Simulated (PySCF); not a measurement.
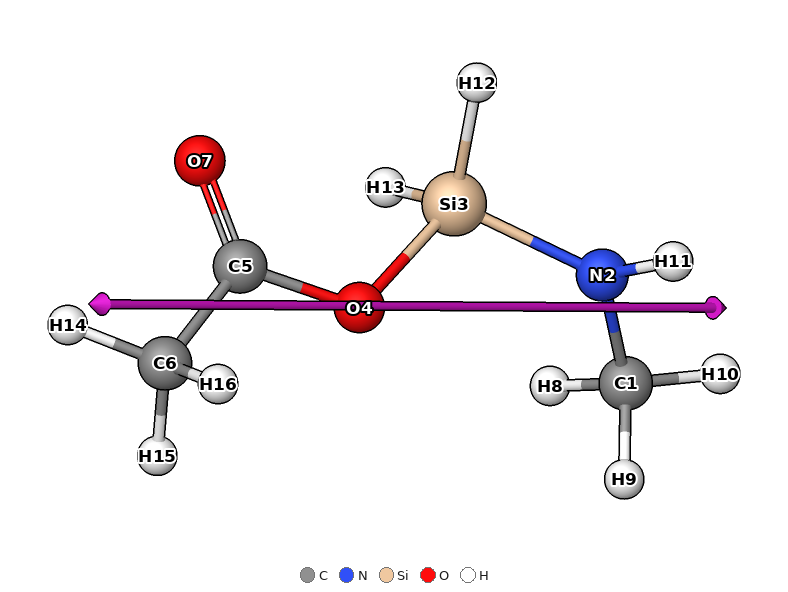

The double arrow shows the direction of the transition dipole to excited singlet state 4 (its length means nothing). The computed structure is the end point of a PBE0-D3(BJ)/def2-SVP optimisation. No frequency run is at hand to confirm it as a minimum. Level of theory: TDDFT CAM-B3LYP/def2-SVPD, vertical, gas phase, core orbitals frozen in the response (PySCF 2.14.0).

How is the transition polarised?

Close to the long direction C1···C6.

Where does the transition lie, and how strong is it?

7.44 eV (167 nm), oscillator strength 0.029, of mixed character, with the largest part HOMO → LUMO+1 (weight 0.42); transition dipole 1.02 D.
